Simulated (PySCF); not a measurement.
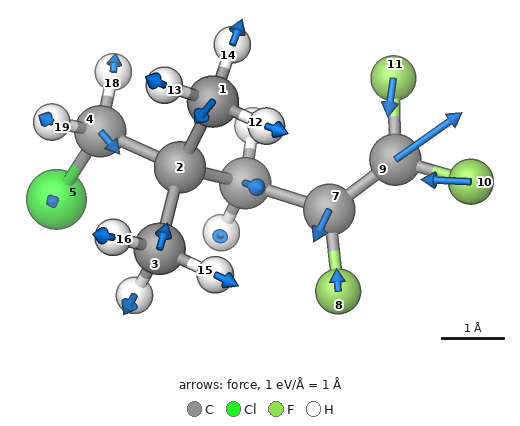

Starting geometry of C$_{7}$H$_{10}$ClF$_{3}$ with the computed forces as blue arrows. A ball-and-stick model, seen face on.

The start comes from GFN2-xTB.

Method: PBE0-D3(BJ)/def2-SVP geometry optimisation, gas phase (PySCF 2.14.0, density-fitted response routines). 

Question: What follows when this structure is relaxed?

Answer: It isn't relaxed: the largest force vector, on a C atom, is 1.32 eV/Å. The final displacements have little in common with the starting forces (cosine between the two patterns 0.08). The largest moves after the best rigid fit, 0.23 Å, are those of F and H atoms. By element the largest moves are F 0.23 Å, H 0.23 Å, Cl 0.11 Å, C 0.11 Å. Some distances before and after: C–F 1.325 → 1.308 Å, C–H 1.087 → 1.102 Å, C–F 1.347 → 1.340 Å, C–Cl 1.783 → 1.791 Å. Over 12 geometry steps the energy falls by 0.064 eV. The run took of the order of 14 core-minutes on a shared host.
